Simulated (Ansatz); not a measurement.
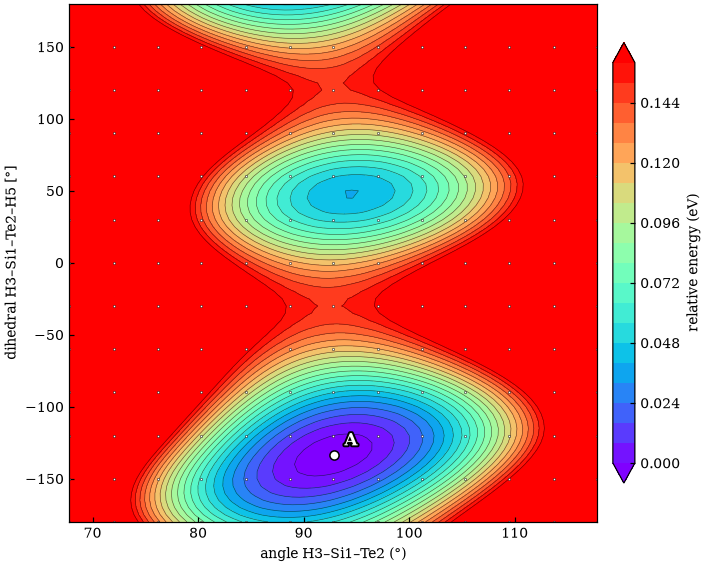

H3SiTe, SMILES [SiH2-][TeH], charge −1. 
- The first coordinate is: angle H3–Si1–Te2; the second: dihedral H3–Si1–Te2–H5.
- Nothing is relaxed (all other coordinates rigid).
- Grid: 13 × 12 points.
- Points are written as (first, second).
- Energies: eV, counted from the lowest grid point.
- Method: RKS B3LYP-D4/def2-TZVPD (Ansatz 0.2.0).

In the figure: filled contours, dots at the grid points, one colour for all values above the top of the scale, the well A. Between grid points the surface is interpolated.

Question: Estimate the position of the minimum and the force constants in these coordinates. Take the well at A.

Answer: The interpolated minimum is at angle H3–Si1–Te2 ≈ 92.9°, dihedral H3–Si1–Te2–H5 ≈ −133°. The curvatures there are about 3.3 eV/rad² and 0.21 eV/rad², with a cross term of about −0.37 eV/rad². Round the minimum the valley is somewhat tilted: raising angle H3–Si1–Te2 shifts the best value of dihedral H3–Si1–Te2–H5 upwards (coupling k₁₂/√(k₁₁k₂₂) about −0.4).
